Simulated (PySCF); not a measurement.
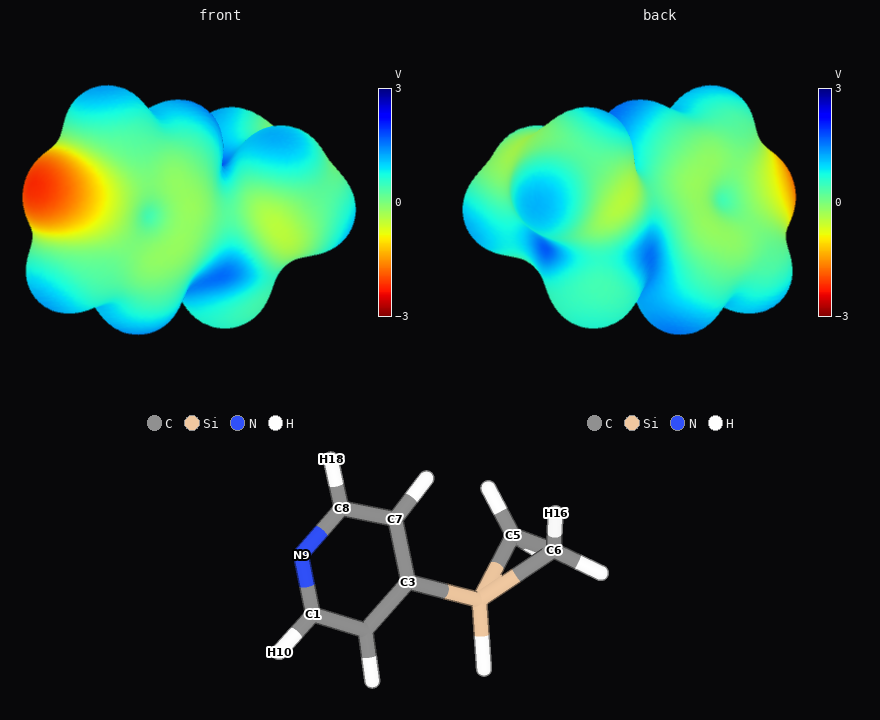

*C7H9NSi (SMILES c1cc([SiH]2CC2)ccn1). The electrostatic potential painted on the density surface at 0.004 e/bohr³, seen from the front and from behind; red is negative and blue positive. The bare structure is drawn below in the same view.*

Geometry: PBE0-D3(BJ)/def2-SVP.

Computed with PySCF 2.14.0, PBE0/pcSseg-1, SCF density, gas phase, non-relativistic.

Input file:

```
{"job": {"kind": "nmr", "xc": "PBE0", "basis": "pcSseg-1"}, "charge": 0, "multiplicity": 1}
C     -2.622973    -1.505514    -0.840127
C     -1.256411    -1.783947    -0.795517
C     -0.356391    -0.755213    -0.490038
Si     1.482177    -1.061610    -0.413496
C      2.650858     0.349415    -0.731921
C      2.524468    -0.049305     0.747916
C     -0.905871     0.511116    -0.244262
C     -2.286593     0.680836    -0.314397
N     -3.136374    -0.301860    -0.606233
H     -3.336748    -2.303152    -1.078293
H     -0.906359    -2.799763    -0.999388
H      1.880256    -2.451592    -0.747324
H      3.612844     0.155031    -1.218778
H      2.227840     1.319352    -1.019272
H      3.404800    -0.506965     1.212804
H      2.026781     0.666106     1.413119
H     -0.271127     1.367266     0.000610
H     -2.727592     1.666537    -0.124107
```

Launched as:

```sh
OMP_NUM_THREADS=1 python probes_run.py task.json out
```

Q: Describe the electrostatic potential map.

A: The most negative region (about −2.1 V) lies over N9, the most positive (about +1.6 V) over Si4, C5, C7 and H17. N9 is the likeliest acceptor of a hydrogen bond.
